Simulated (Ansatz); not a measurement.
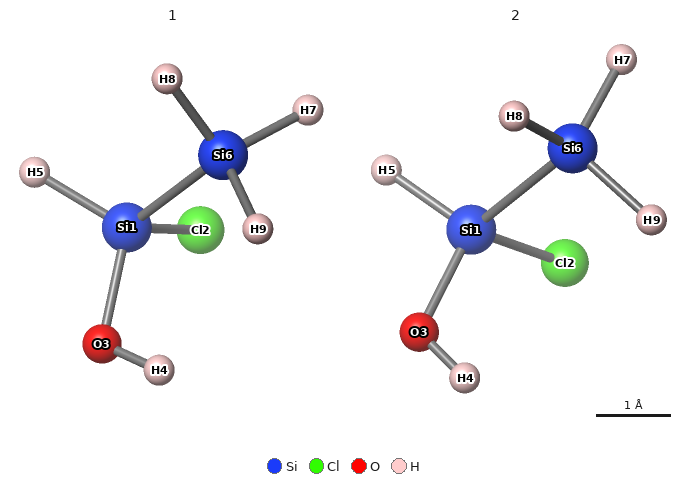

Two geometries of Si2H5OCl, drawn at one scale. One is the start of a relaxation, the other its converged end. A ball-and-stick model, seen from a free direction.

Level of theory: Ansatz 0.2.0, RKS PBE-D4/def2-SVP. Settings: no spin polarisation; force threshold 0.02 eV/Å; at most 40 steps.

Q: Which of the two is the end point?

A: Structure 2 is the relaxed one. The run prepares the start of a later molecular dynamics calculation, from a guessed geometry. H9 moves most after the best rigid fit: 0.85 Å. Largest moves by element: H 0.85 Å, Cl 0.58 Å, O 0.40 Å, Si 0.13 Å. Among the contacts that change: Si1–Si6 2.218 → 2.353 Å, Si6–H8 1.460 → 1.506 Å, Si1–H5 1.459 → 1.497 Å, O3–H4 1.010 → 0.974 Å. Bond angles that change, for instance: Si1–O3–H4 109.5° → 115.4°, H5–Si1–Si6 109.5° → 115.3°, O3–Si1–H5 109.5° → 104.7°. Groups turn about Si1–Si6 by about 50°, Si1–O3 by about 25°. After 14 geometry steps the energy has fallen by 0.353 eV. Largest force component: 1.5 eV/Å at the start, 0.014 eV/Å at the end. The run took 23 s on 2 threads of Intel(R) Xeon(R) Platinum 8375C CPU @ 2.90GHz (Ice Lake), with other jobs on the host, peak memory 0.15 GiB.
